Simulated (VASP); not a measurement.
Band structure of Cu (fcc). Method: revTPSS meta-GGA, VASP's PBE PAW potentials (set 64) (plane waves; VASP 6.6.1).

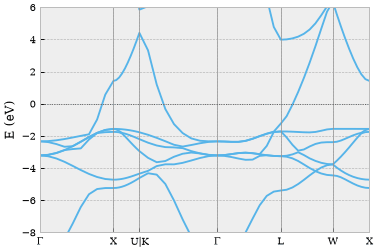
*Bands along high-symmetry lines, zero at the valence-band maximum or, without a gap, the Fermi level*

Read the plot: is there a gap, and where are the band edges?

It has no gap at this level: it comes out as a metal or semimetal.

The compound is Cu in the fcc structure. It was relaxed first.
